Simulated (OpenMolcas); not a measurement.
**triplet C2H8GaN: levels of theory compared**

Aim: a comparison of 6 runs (UHF/STO-3G, UHF/cc-pVDZ, UB3LYP/6-31G*, UBLYP/cc-pVDZ, UPBE0/cc-pVDZ, UTPSS/cc-pVDZ) of triplet C2H8GaN. 

Program for the calculation: OpenMolcas 26.06.

## 1. Starting point

The species is C2H8GaN (12 atoms), meant as a triplet with charge 0. SMILES of the parent species: `[CH3][Ga]([CH3])[NH2]`. The coordinates come from a PBE0-D4/def2-TZVP relaxation. That shape belongs to the parent species and isn't relaxed for this state.

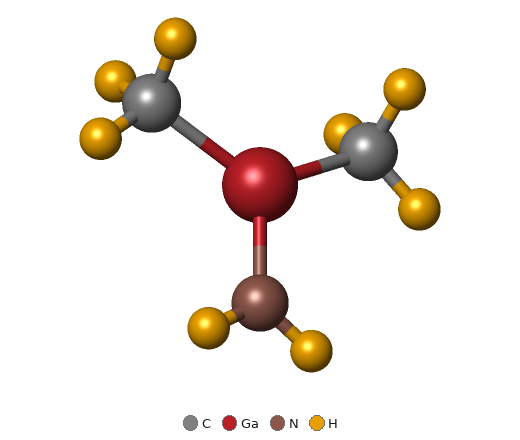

Viewed from a chosen angle; carbon grey, gallium red, nitrogen brown, hydrogen amber.

## 2. The energy at UHF/STO-3G (run 1)

File run.inp:

```
&GATEWAY
 BasLib
 $CurrDir
 Coord
 12
 angstrom
 C       -0.496600       1.795100      -0.383100
 Ga      -0.078800      -0.097900      -0.052000
 C        1.442300      -0.783000       0.989400
 N       -1.206800      -1.333200      -0.779100
 H       -1.389900       1.910300      -0.999000
 H       -0.659300       2.323300       0.559900
 H        0.336100       2.290100      -0.889200
 H        1.414300      -0.397200       2.011600
 H        1.443400      -1.873300       1.034100
 H        2.387700      -0.456700       0.548400
 H       -2.017200      -1.104900      -1.329400
 H       -1.098200      -2.328000      -0.677500
 Basis
 STO-3G
 Group
 NoSym

&SEWARD

&SCF
 UHF
 Spin
 3
 Thresholds
 1e-10 1e-07 1e-07 1e-05
 PrOrbitals
 1
```

The basis set STO-3G is read from a file made from the Basis Set Exchange's data (not shown).

Launch:

```console
$ export MOLCAS_MEM=1860
$ pymolcas run.inp > run.log
```

Output:

```text
--- Start Module: gateway ---
[...]
--- Stop Module: gateway /rc=_RC_ALL_IS_WELL_ ---
--- Start Module: seward ---
[...]
      Basis functions           41
--- Stop Module: seward /rc=_RC_ALL_IS_WELL_ ---
--- Start Module: scf ---
[...]
       Convergence after  94 Iterations
[...]
::    Total SCF energy                              -2034.1757774695
[...]
      Total spin, S                                     1.0059773280
[...]
      Total electronic charge=   58.000000
      Total            charge=   -0.000000
[...]
      Dipole Moment (debye):
      Origin of the operator (angstrom)=   -0.0918   -0.1122   -0.0605
                   X= -1.1116E-01               Y= -1.1927E-01               Z= -6.6870E-02           Total=  1.7621E-01
      Quadrupole Moment (debye*angstrom):
[...]
--- Stop Module: scf /rc=_RC_ALL_IS_WELL_ ---
[...]
```

Wall time 3.9 s (1 thread of Intel Xeon 6975P-C (Granite Rapids), shared host); peak memory 0.37 GiB.

## 3. The energy at UHF/cc-pVDZ (run 2)

File job.inp:

```
* C2H8GaN Hartree-Fock

&GATEWAY
 BasLib=$CurrDir
 Coord
 12
 angstrom
 C       -0.496600       1.795100      -0.383100
 Ga      -0.078800      -0.097900      -0.052000
 C        1.442300      -0.783000       0.989400
 N       -1.206800      -1.333200      -0.779100
 H       -1.389900       1.910300      -0.999000
 H       -0.659300       2.323300       0.559900
 H        0.336100       2.290100      -0.889200
 H        1.414300      -0.397200       2.011600
 H        1.443400      -1.873300       1.034100
 H        2.387700      -0.456700       0.548400
 H       -2.017200      -1.104900      -1.329400
 H       -1.098200      -2.328000      -0.677500
 Basis=cc-pVDZ
 Group=NoSym

&SEWARD

&SCF
 UHF
 Spin=3
 Thresholds=1e-10 1e-07 1e-07 1e-05
 PrOrbitals=1 2
```

The basis set cc-pVDZ is read from a file made from the Basis Set Exchange's data (not shown).

Launch:

```console
$ export MOLCAS_MEM=1860
$ pymolcas job.inp > job.log
```

Output:

```text
--- Start Module: gateway ---
[...]
--- Stop Module: gateway /rc=_RC_ALL_IS_WELL_ ---
--- Start Module: seward ---
[...]
      Basis functions          109
--- Stop Module: seward /rc=_RC_ALL_IS_WELL_ ---
[...]
--- Start Module: scf ---
[...]
       Convergence after  24 Iterations
[...]
::    Total SCF energy                              -2057.9179161240
[...]
      Total spin, S                                     1.0099324058
[...]
      Total electronic charge=   58.000000
      Total            charge=   -0.000000
[...]
      Dipole Moment (debye):
      Origin of the operator (angstrom)=   -0.0918   -0.1122   -0.0605
                   X= -3.7029E+00               Y= -4.0603E+00               Z= -2.3965E+00           Total=  5.9951E+00
      Quadrupole Moment (debye*angstrom):
[...]
--- Stop Module: scf /rc=_RC_ALL_IS_WELL_ ---
[...]
```

Run time: 17 s. Hardware: 1 thread of Intel Xeon 6975P-C (Granite Rapids), shared host; peak memory 0.64 GiB.

## 4. The energy at UB3LYP/6-31G(d) (spherical functions) (run 3)

File run.input:

```
&GATEWAY
 BasLib
 $CurrDir
 Coord
 12
 angstrom
 C       -0.496600       1.795100      -0.383100
 Ga      -0.078800      -0.097900      -0.052000
 C        1.442300      -0.783000       0.989400
 N       -1.206800      -1.333200      -0.779100
 H       -1.389900       1.910300      -0.999000
 H       -0.659300       2.323300       0.559900
 H        0.336100       2.290100      -0.889200
 H        1.414300      -0.397200       2.011600
 H        1.443400      -1.873300       1.034100
 H        2.387700      -0.456700       0.548400
 H       -2.017200      -1.104900      -1.329400
 H       -1.098200      -2.328000      -0.677500
 Basis
 6-31Gs
 Group
 NoSym

&SEWARD
 GridInput
 Grid=UltraFine
 End of Grid

&SCF
 UHF
 Spin
 3
 KSDFT
 B3LYP
 Thresholds
 1e-10 1e-07 1e-07 1e-05
 PrOrbitals
 1
```

The basis set 6-31G* is read from a file made from the Basis Set Exchange's data (not shown).

Launch:

```console
$ export MOLCAS_MEM=1860
$ pymolcas run.input > run.log
```

Output:

```text
--- Start Module: gateway ---
[...]
--- Stop Module: gateway /rc=_RC_ALL_IS_WELL_ ---
--- Start Module: seward ---
[...]
      Basis functions           90
--- Stop Module: seward /rc=_RC_ALL_IS_WELL_ ---
[...]
--- Start Module: scf ---
[...]
       Convergence after  29 Iterations
[...]
::    Total KS-DFT energy                           -2060.2300222433
[...]
      Total spin, S                                     1.0014436768
[...]
      Total electronic charge=   58.000000
      Total            charge=   -0.000000
[...]
      Dipole Moment (debye):
      Origin of the operator (angstrom)=   -0.0918   -0.1122   -0.0605
                   X= -2.2820E+00               Y= -2.4961E+00               Z= -1.4746E+00           Total=  3.6895E+00
      Quadrupole Moment (debye*angstrom):
[...]
--- Stop Module: scf /rc=_RC_ALL_IS_WELL_ ---
[...]
```

It took 62 s on 1 thread of Intel Xeon 6975P-C (Granite Rapids), shared host; peak memory 0.5 GiB.

Runs 4 to 5 aren't shown in full; the table further down has their settings and results.

## 5. A single-point energy at UTPSS/cc-pVDZ (run 6)

File run.inp:

```
&gateway
  baslib=$CurrDir
  coord
  12
  angstrom
  C       -0.496600       1.795100      -0.383100
  Ga      -0.078800      -0.097900      -0.052000
  C        1.442300      -0.783000       0.989400
  N       -1.206800      -1.333200      -0.779100
  H       -1.389900       1.910300      -0.999000
  H       -0.659300       2.323300       0.559900
  H        0.336100       2.290100      -0.889200
  H        1.414300      -0.397200       2.011600
  H        1.443400      -1.873300       1.034100
  H        2.387700      -0.456700       0.548400
  H       -2.017200      -1.104900      -1.329400
  H       -1.098200      -2.328000      -0.677500
  basis=cc-pVDZ
  group=NoSym

&seward
  gridinput
  Grid=UltraFine
  End of Grid

&scf
  uhf
  spin=3
  ksdft=2
  1.0 MGGA_X_TPSS
  1.0 MGGA_C_TPSS
  thresholds=1e-10 1e-07 1e-07 1e-05
  prorbitals=1
```

The basis set cc-pVDZ is read from a file made from the Basis Set Exchange's data (not shown).

Launch:

```console
$ export MOLCAS_MEM=1860
$ pymolcas run.inp > run.log
```

Output:

```text
--- Start Module: gateway ---
[...]
--- Stop Module: gateway /rc=_RC_ALL_IS_WELL_ ---
--- Start Module: seward ---
[...]
      Basis functions          109
--- Stop Module: seward /rc=_RC_ALL_IS_WELL_ ---
[...]
--- Start Module: scf ---
[...]
       Convergence after  46 Iterations
[...]
::    Total KS-DFT energy                           -2060.4571649087
[...]
      Total spin, S                                     1.0014078434
[...]
      Dipole Moment (debye):
      Origin of the operator (angstrom)=   -0.0918   -0.1122   -0.0605
                   X= -1.8341E+00               Y= -2.0046E+00               Z= -1.1833E+00           Total=  2.9636E+00
      Quadrupole Moment (debye*angstrom):
[...]
--- Stop Module: scf /rc=_RC_ALL_IS_WELL_ ---
[...]
```

Wall time 4.3 min (1 thread of Intel Xeon 6975P-C (Granite Rapids), shared host); peak memory 0.64 GiB.

## 6. All runs side by side

| run | level | integration grid | energy (Eh) | dipole moment (D) | HOMO energy (eV) | ⟨S²⟩ | wall time |
| --- | --- | --- | --- | --- | --- | --- | --- |
| 1 | UHF/STO-3G | – | -2034.175777 | 0.18 | -3.90 | 2.018 | 3.9 s |
| 2 | UHF/cc-pVDZ | – | -2057.917916 | 6.00 | -3.53 | 2.030 | 17 s |
| 3 | UB3LYP/6-31G* (spherical functions) | UltraFine | -2060.230022 | 3.69 | -1.61 | 2.004 | 62 s |
| 4 | UBLYP/cc-pVDZ | UltraFine | -2060.419125 | 2.43 | -0.82 | 2.002 | 2.6 min |
| 5 | UPBE0/cc-pVDZ | UltraFine | -2060.014655 | 5.62 | -1.92 | 2.009 | 2.5 min |
| 6 | UTPSS/cc-pVDZ | UltraFine | -2060.457165 | 2.96 | -1.15 | 2.004 | 4.3 min |

## 7. Outcome

| quantity | value |
| --- | --- |
| run 6: total energy | -2060.45716 Eh |
| run 6: dipole moment | 2.96 D |
| run 6: HOMO energy (highest over α and β) | -1.15 eV |
| run 6: ⟨S²⟩ | 2.004 |

What this shows: The dipole moment (its size) runs from 0.18 D (UHF/STO-3G) to 6.00 D (UHF/cc-pVDZ). So wide a spread suggests that the runs ended on unlike SCF solutions, not only an effect of the method. Totals of different functionals can't be ranked against each other. In run 1 the basis is minimal, so the values are rough. All runs together took 11 min, the longest 4.3 min.
